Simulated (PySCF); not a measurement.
# C₇H₁₂O (SMILES C=CC(=O)C(C)(C)C): what the fields show

Input file:

```
{"job": {"xc": "PBE0", "basis": "pcSseg-1", "solvent": "chloroform", "kind": "nmr", "pop": true}, "charge": 0, "multiplicity": 1}
C      3.041166    -0.455361     0.425628
C      1.786831    -0.570106     0.007538
C      0.756677     0.412567     0.419394
O      1.025022     1.343785     1.144435
C     -0.657677     0.185437    -0.119672
C     -1.169511    -1.177063     0.362989
C     -1.576053     1.288819     0.408598
C     -0.628866     0.237564    -1.651937
H      3.321089     0.360346     1.073164
H      3.813410    -1.151736     0.145450
H      1.487814    -1.379214    -0.640364
H     -0.580607    -1.996694    -0.040230
H     -1.134830    -1.230751     1.449186
H     -2.201391    -1.312513     0.045662
H     -2.588798     1.149041     0.038084
H     -1.593980     1.276925     1.495454
H     -1.216014     2.263883     0.090328
H     -0.211097     1.183722    -1.989913
H     -0.036085    -0.570132    -2.073261
H     -1.642247     0.152157    -2.038720
```

Command:

```sh
OMP_NUM_THREADS=1 python ens_run.py task.json out
```

Geometry: GFN2-xTB.

Theory: PBE0/pcSseg-1, SCF density, in a chloroform solvent model, non-relativistic in PySCF 2.14.0.

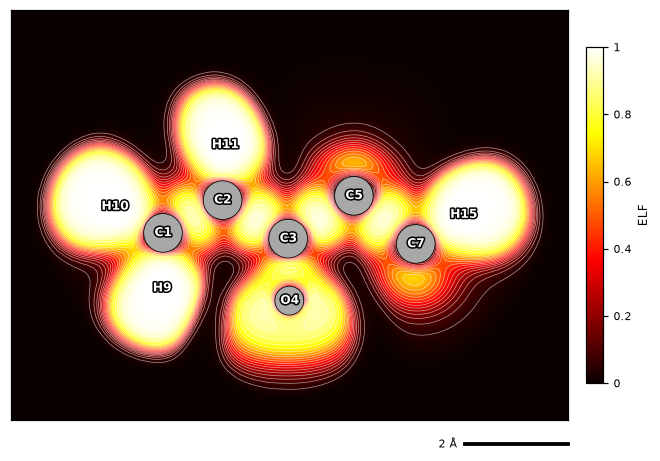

Figure 1. ELF on the plane of atoms C2, C3 and O4. Grey discs cover the atomic cores.

**Interpret the plot.**

The section cuts through C, O and H sites.
C–O (1.21 Å): the ELF peaks at about 0.85 between the atoms: a short, multiple covalent bond.
C–C (1.33 Å): the ELF peaks at about 0.95 between the atoms: a multiple bond.
C–H (1.08 Å): the ELF climbs to about 1 towards the hydrogen, as it does in any bond to H: a covalent bond by its length.
C–C (1.48 Å): the ELF peaks at about 0.95 between the atoms (a covalent bond).
C–C (1.53 Å): the ELF peaks at about 0.95 between the atoms, as expected for a covalent bond.
The ELF also peaks beside O4, away from the bonds: lone-pair regions.

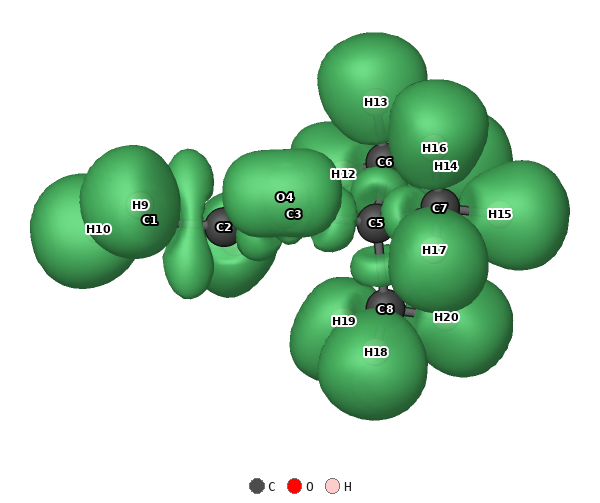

Figure 2. Isosurface of the electron localisation function at 0.75 (green), seen from one side. Core shells and regions of very low density are left out.

**Describe the localisation domains.**

The ELF exceeds this value in six regions between bonded C–C atoms (shared pairs), twelve regions around hydrogen nuclei and one region on O in which the atom's valence shell and bonds are merged.

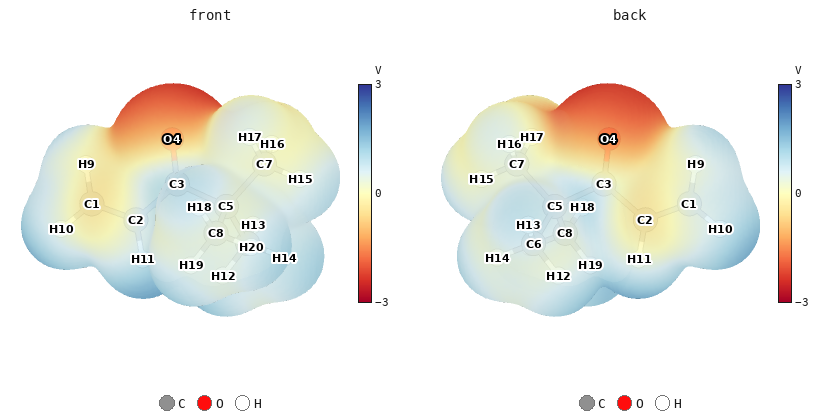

Figure 3. The electrostatic potential painted on the density surface at 0.004 e/bohr³, seen from the front and from behind; red is negative and blue positive.

**Which sites attract a positive test charge, and which a negative one?**

A positive charge is drawn to the negative regions and a negative charge to the positive ones. The most negative region (about −2.2 V) lies over O4, the most positive (about +1.7 V) over H11. O4 is the likeliest acceptor of a hydrogen bond.

**How polar is the molecule by this calculation?**

Its dipole moment is 3.35 D.
